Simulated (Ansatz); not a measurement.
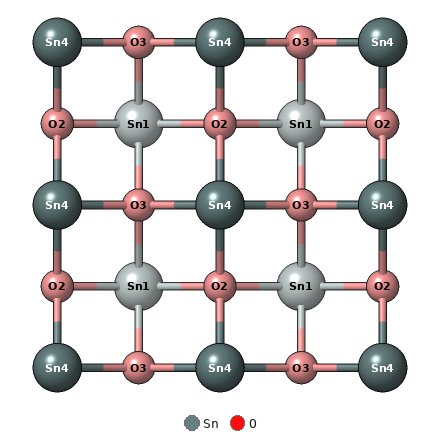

The system is Cu on a two-dimensional sheet of SnO (4 atoms of substrate and one adsorbate in a 1 × 1 cell); the picture shows it without the atoms that are moved over the map. 
- Cu is moved over the surface cell at a fixed height above a rigid substrate; the origin of the map has the adsorbate above Sn4; the height is held at 2.20 Å.
- Places are given modulo a cell vector. The map is drawn in real space over the plane of the surface.
- The scan uses an 8 × 8 grid; 15 points were computed and 49 follow by symmetry.
- Energies are in meV, from the lowest grid point.
- With one adsorbate in each 1 × 1 cell, its nearest image is 3.8 Å away, so neighbouring adsorbates interact. At a fixed height the lowest place need not be the adsorption site.
- Computed with DFT PBE+D3(BJ), scalar-relativistic, plane waves, PAW (Ansatz). Settings: cutoff 420 eV, k-mesh 7×7×1, gaussian smearing 0.05 eV, spin-polarised.

Range: position of Cu5 along the first surface vector from 0.000 to 0.875; position of Cu5 along the second surface vector from 0.000 to 0.875.

### What landscape does the calculation give?

The lowest grid point is at a bridge site between two Sn atoms, over a second-layer O atom, (0/8, 4/8) of the cell vectors; the map holds 2 wells of about this depth. The highest grid point, the top site over a surface Sn atom, (0/8, 0/8) of the cell vectors, lies 641 meV above the lowest. On the interpolated surface the easiest way out of the lowest well to a well of about the same depth near a bridge site between two Sn atoms, over a second-layer O atom, (4/8, 0/8) of the cell vectors passes a barrier of about 174 meV. At the lowest point the adsorbate has 2 Sn at 2.91 Å as nearest neighbours, at the highest 1 Sn at 2.20 Å.

```csv
"second ↓, first →",0/8,1/8,2/8,3/8,4/8,5/8,6/8,7/8
7/8,485,383,194,77,56,77,194,383
6/8,199,194,175,177,183,177,175,194
5/8,35,77,177,248,259,248,177,77
4/8,0,56,183,259,268,259,183,56
3/8,35,77,177,248,259,248,177,77
2/8,199,194,175,177,183,177,175,194
1/8,485,383,194,77,56,77,194,383
0/8,641,485,199,35,0,35,199,485
```

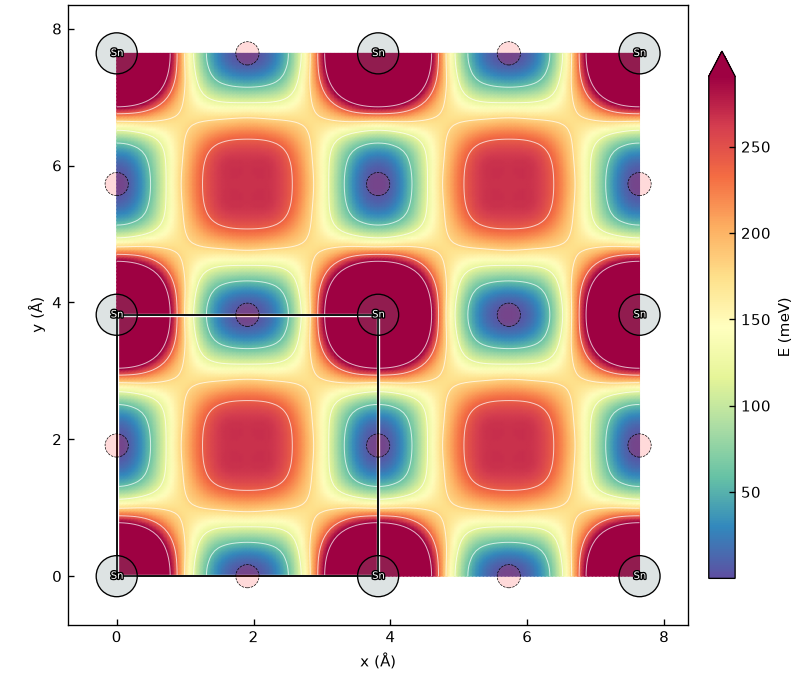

The picture shows a smooth colour map with a few white contour lines, labelled circles for the atoms of the top layer and small ones for the second layer, the outline of one cell of the 2 × 2 shown, one colour for all values above the top of the scale. Between grid points the surface is interpolated.

Each point was launched as `ansatz run input.yaml --threads 1 --pin off --max-ram 3072MiB --backend cpu --events-out ev --progress --plain --runs-dir out`. Time for the 15 points that were run: 24 min on 1 thread of Arm Neoverse V1, on a shared host.

PAW datasets: the set soft_1.
